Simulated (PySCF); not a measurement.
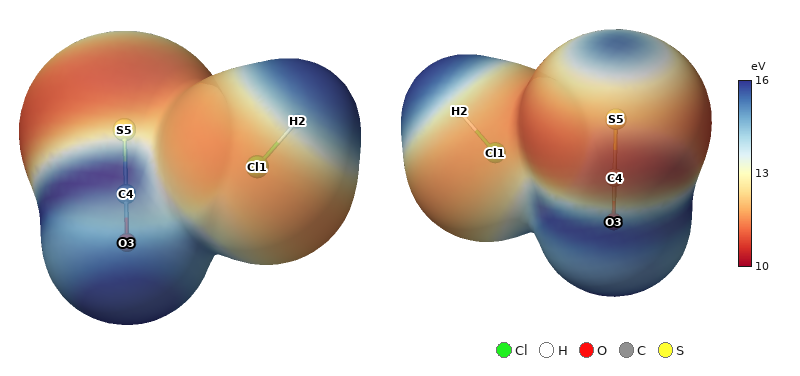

Figure 1: CHClOS, SMILES `Cl.O=C=S`. Average local ionisation energy on the surface of electron density 0.001 a.u. (back view left, front view right).

Computed with PySCF, CAM-B3LYP/def2-TZVP, geometry: GFN2-xTB. The pair's geometry is semi-empirical, so its contact may be too short or too long. GFN2-xTB bond lengths at metals and heavier atoms can be off by up to 0.1 Å and shapes distorted, which carries into these values.

Cartesian coordinates (Å):

```
Cl1     -2.0846    0.1457    0.0070
H2      -2.8448    1.1677   -0.0899
O3       0.7038   -1.6872   -0.0045
C4       1.0959   -0.6017   -0.0025
S5       1.6298    0.8414    0.0013
```

### Locate the minima of the map.

The lowest value is 11.0 eV, 2.2 Å from S5. Further minima include 11.6 eV, 2.1 Å from Cl1, and at like points elsewhere; 11.6 eV, 2.1 Å from Cl1, and at like points elsewhere. For comparison, the highest occupied orbital lies at −9.8 eV.

The PySCF run took 19 s on 1 thread of Arm Neoverse V1, with other jobs on the host, peak memory 0.53 GiB.
